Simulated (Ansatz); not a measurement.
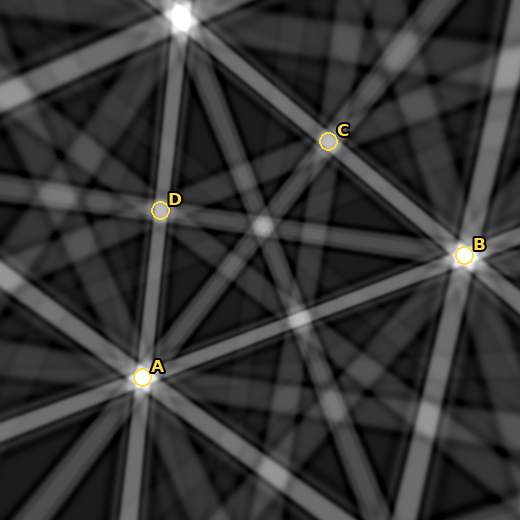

Simulated Kikuchi (electron backscatter) pattern at 20 kV: kinematic bands of width 2θ(Bragg) in gnomonic projection, seen from the camera side; the frame spans ±42° from its centre. Crystal: Ni3AgC, space group Pm-3m (No. 221), a = 3.836 Å. Structure: coordinates from a relaxation with DFT PBE, scalar-relativistic, plane waves, PAW in Ansatz 0.2.0; the starting structure was generated, so it need not be a known form of this composition.

```
Ag C Ni
1.0
     3.83560    0.00000    0.00000
     0.00000    3.83560    0.00000
     0.00000    0.00000    3.83560
Ag C Ni
1 1 3
Direct
  0.00000 0.00000 0.00000
  0.50000 0.50000 0.50000
  0.50000 0.50000 0.00000
  0.50000 0.00000 0.50000
  0.00000 0.50000 0.50000
```

Pole A is [011] and pole B is [101].

Question: Index the poles C and D.

Answer: C is [211], 54.7° from A and 30.0° from B. D is [121], 30.0° from A and 54.7° from B.

Question: Which band joins A and B, and how wide is it?

Answer: It comes from the planes common to both zones. The strongest order is 1 1 -1 with d = 2.214 Å, so the band is 2θ = 2.2° wide (λ = 0.0859 Å). Other orders of the same planes (2 2 -2) lie on the same centre line with other widths.
